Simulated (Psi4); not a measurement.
# InF (SMILES [F][In]) at PBE0/def2-TZVPP (core potential)

What is the vertical singlet–triplet gap of InF at PBE0/def2-TZVPP (core potential)? 

The results are computed with Psi4 1.11.

1 further run of the same task is left out (set aside as unsound or not needed).

## (1) The molecule

The species is InF (2 atoms), meant as a singlet with charge 0. SMILES: `[F][In]`. The coordinates come from a PBE0-D4/def2-TZVP relaxation.

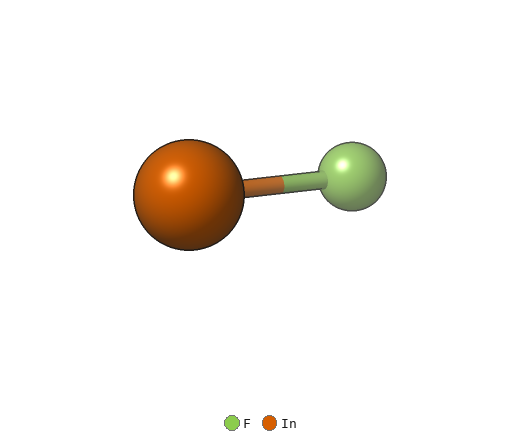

The structure, seen from a chosen angle (fluorine green, indium orange).

## (2) Energy and gradient at PBE0/def2-TZVPP (core potential)

Input file fin.json:

```json
{
 "schema_name": "qcschema_input",
 "schema_version": 1,
 "molecule": {
  "schema_name": "qcschema_molecule",
  "schema_version": 2,
  "symbols": ["F", "In"],
  "geometry": [0.0, 0.0, 0.03006554, 0.0, 0.0, 3.79755583],
  "molecular_charge": 0,
  "molecular_multiplicity": 1,
  "fix_symmetry": "c1"
 },
 "driver": "gradient",
 "model": {
  "method": "pbe0",
  "basis": "def2-TZVPP"
 },
 "keywords": {
  "reference": "rks",
  "puream": true,
  "e_convergence": 1e-09,
  "d_convergence": 1e-08,
  "scf_type": "pk",
  "dft_radial_points": 99,
  "dft_spherical_points": 590,
  "scf_properties": ["DIPOLE", "WIBERG_LOWDIN_INDICES", "QUADRUPOLE"]
 }
}
```

On the command line:

```console
$ psi4 --qcschema fin.json -n 1 --memory 2200MB
```

stdout:

```text
[...]
    !!!  WARNING: ECP capability is in beta. Please check occupations closely.  !!!
[...]
  Running in c1 symmetry.
[...]
  Nuclear repulsion =   50.166021794843168
[...]
  Multiplicity = 1
[...]
  Nalpha       = 15
  Nbeta        = 15
[...]
    Number of basis functions: 81
[...]
   @RKS iter   1:  -289.79260329480672   -9.92620e-01   9.14486e-03 DIIS/ADIIS
[...]
   @RKS iter  12:  -289.98906132705827   -3.41061e-13   9.43770e-10 DIIS
[...]
    Orbital Energies [Eh]
    ---------------------
    Doubly Occupied:
       1A    -24.666548     2A     -4.711183     3A     -3.107734
       4A     -3.107734     5A     -3.098359     6A     -1.096739
       7A     -0.779569     8A     -0.779569     9A     -0.772093
      10A     -0.772093    11A     -0.767504    12A     -0.408490
      13A     -0.348275    14A     -0.348275    15A     -0.276338
[...]
  @RKS Final Energy:  -289.98906132705827
   => Energetics <=
    Nuclear Repulsion Energy =             50.1660217948431679
    One-Electron Energy =                -575.6923065701156474
    Two-Electron Energy =                 256.1963423772431838
    DFT Exchange-Correlation Energy =     -20.6591189290288995
    Empirical Dispersion Energy =           0.0000000000000000
    VV10 Nonlocal Energy =                  0.0000000000000000
    Total Energy =                       -289.9890613270582662
[...]
 Multipole Moments:
 ------------------------------------------------------------------------------------
     Multipole            Electronic (a.u.)      Nuclear  (a.u.)        Total (a.u.)
 ------------------------------------------------------------------------------------
 L = 1.  Multiply by 2.5417464519 to convert [e a0] to [Debye]
 Dipole X            :          0.0000000            0.0000000            0.0000000
 Dipole Y            :         -0.0000000            0.0000000           -0.0000000
 Dipole Z            :         19.1295474          -17.8711737            1.2583737
 Magnitude           :                                                    1.2583737
 L = 2.  Multiply by 1.3450342976 to convert [e a0^2] to [Debye ang]
 Quadrupole XX       :        -18.6998312            0.0000000          -18.6998312
 Quadrupole XY       :          0.0000000            0.0000000            0.0000000
[...]
  -Total Gradient:
     Atom            X                  Y                   Z
    ------   -----------------  -----------------  -----------------
       1       -0.000000000011     0.000000000007     0.000067216230
       2        0.000000000011    -0.000000000007    -0.000061694955
[...]
```

The result, in JSON:

```text
{
 "driver": "gradient",
 "model": {
  "method": "pbe0",
  "basis": "def2-TZVPP"
 },
 "success": true,
 "return_result": [-1.1461741141981108e-11, 6.606728241714006e-12, 6.721623010758071e-05, 1.1425230543768384e-11, -6.623169626690034e-12, -6.169495491184507e-05],
 "properties": {
  "calcinfo_nbasis": 81,
  "calcinfo_nmo": 81,
  "calcinfo_nalpha": 15,
  "calcinfo_nbeta": 15,
  "calcinfo_natom": 2,
  "nuclear_repulsion_energy": 50.16602179484317,
  "return_energy": -289.98906132705827,
  "return_gradient": [-1.1461741141981108e-11, 6.606728241714006e-12, 6.721623010758071e-05, 1.1425230543768384e-11, -6.623169626690034e-12, -6.169495491184507e-05],
  "scf_one_electron_energy": -575.6923065701156,
  "scf_two_electron_energy": 256.1963423772432,
  "scf_xc_energy": -20.6591189290289,
  "scf_dipole_moment": [9.211910748906347e-10, -4.397449611145106e-10, 1.2583736665492395],
  "scf_total_energy": -289.98906132705827,
  "scf_total_gradient": [-1.1461741141981108e-11, 6.606728241714006e-12, 6.721623010758071e-05, 1.1425230543768384e-11, -6.623169626690034e-12, -6.169495491184507e-05],
  "scf_iterations": 12
 }
}
```

Wall time 18 s (1 thread of Intel Xeon at 2.50GHz (Skylake/Cascade Lake), shared host); peak memory 0.52 GiB.

## (3) The triplet: the energy at UPBE0/def2-TZVPP (core potential)

Input file input.dat:

```
memory 2.2 GB

molecule m {
  0 3
  F      0.00000000     0.00000000     0.03006554
  In     0.00000000     0.00000000     3.79755583
  units au
  symmetry c1
  no_reorient
  no_com
}

set basis def2-TZVPP
set reference uks
set puream true
set e_convergence 1e-09
set d_convergence 1e-08
set scf_type pk
set dft_radial_points 99
set dft_spherical_points 590
set maxiter 100

result, w = energy('pbe0', return_wfn=True)
oeprop(w, 'DIPOLE', 'QUADRUPOLE', 'MAYER_INDICES', title='PBE0')
```

On the command line:

```console
$ psi4 input.dat output.dat -n 1
```

output.dat:

```text
[...]
    !!!  WARNING: ECP capability is in beta. Please check occupations closely.  !!!
[...]
  Running in c1 symmetry.
[...]
  Nuclear repulsion =   50.166021794843168
[...]
  Multiplicity = 3
[...]
  Nalpha       = 16
  Nbeta        = 14
[...]
    Number of basis functions: 81
[...]
   @UKS iter   1:  -289.68463205881915   -8.84811e-01   8.32024e-03 ADIIS/DIIS
[...]
   @UKS iter  12:  -289.85236295281783   -9.03810e-12   6.45581e-09 DIIS
[...]
   @S^2 Observed:                2.004443120E+00
[...]
    Orbital Energies [Eh]
    ---------------------
    Alpha Occupied:
       1A    -24.728943     2A     -4.753391     3A     -3.152879
       4A     -3.144974     5A     -3.142901     6A     -1.155336
       7A     -0.822257     8A     -0.821654     9A     -0.818374
      10A     -0.812950    11A     -0.811872    12A     -0.468741
      13A     -0.398861    14A     -0.396691    15A     -0.342647
      16A     -0.152609
    Alpha Virtual:
      17A     -0.089264    18A     -0.024270    19A      0.065763
      20A      0.070417    21A      0.088079    22A      0.140519
      23A      0.141460    24A      0.146795    25A      0.173468
[...]
  @UKS Final Energy:  -289.85236295281783
   => Energetics <=
    Nuclear Repulsion Energy =             50.1660217948431679
    One-Electron Energy =                -574.3370507116615045
    Two-Electron Energy =                 254.9424102112649280
    DFT Exchange-Correlation Energy =     -20.6237442472643835
    Empirical Dispersion Energy =           0.0000000000000000
    VV10 Nonlocal Energy =                  0.0000000000000000
    Total Energy =                       -289.8523629528178276
[...]
 Multipole Moments:
 ------------------------------------------------------------------------------------
     Multipole            Electronic (a.u.)      Nuclear  (a.u.)        Total (a.u.)
 ------------------------------------------------------------------------------------
 L = 1.  Multiply by 2.5417464519 to convert [e a0] to [Debye]
 Dipole X            :          0.0000001            0.0000000            0.0000001
 Dipole Y            :          0.0000001            0.0000000            0.0000001
 Dipole Z            :        -78.8946755           80.0192623            1.1245868
 Magnitude           :                                                    1.1245868
 L = 2.  Multiply by 1.3450342976 to convert [e a0^2] to [Debye ang]
 Quadrupole XX       :        -18.6345071            0.0000000          -18.6345071
 Quadrupole XY       :         -0.0409001            0.0000000           -0.0409001
[...]
```

It took 16 s on 1 thread of Intel Xeon at 2.50GHz (Skylake/Cascade Lake), shared host; peak memory 0.52 GiB.

## (4) What came out

Level: PBE0/def2-TZVPP (core potential).

| quantity | value |
| --- | --- |
| singlet: total energy | -289.98906 Eh |
| singlet: dipole moment | 3.20 D |
| singlet: HOMO energy | -7.52 eV |
| singlet: LUMO energy | -1.57 eV |
| singlet: HOMO–LUMO gap | 5.95 eV |
| singlet: largest force on an atom | 0.003 eV/Å |
| triplet: total energy | -289.85236 Eh |
| triplet: dipole moment | 2.86 D |
| triplet: HOMO energy (highest over α and β) | -4.15 eV |
| triplet: ⟨S²⟩ | 2.004 |
| vertical energy of the triplet above the singlet | 3.720 eV |

In words: At this shape the triplet lies 3.72 eV (86 kcal/mol) above the singlet.
